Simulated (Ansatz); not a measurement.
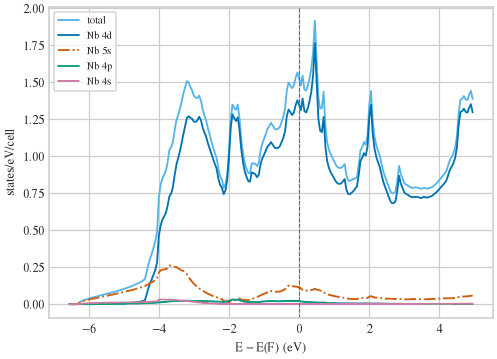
*Total and projected density of states of Nb (fcc (Cu type), Fm-3m), DFT-LDA in the program Ansatz with PAW potentials*

Problem. Which orbitals carry the states next to the Fermi level?

Solution. Within 0.5 eV of the Fermi level: Nb 4d 89 %, Nb 5s 7 %. Projections are on Löwdin-orthogonalised atomic valence shells; empty p or d shells of many metals are not among them.

The workflow started from an entry of the Crystallography Open Database (COD), which files this formula under 2 space groups. It is not the phase usual at ambient conditions (space group No. 229). The cell was relaxed with LDA under the symmetry of its start. At this level the phase is mechanically unstable. No spin polarisation was allowed. Spin–orbit coupling is left out wherever it is not named.

Potentials: the later of the program's two PAW sets.
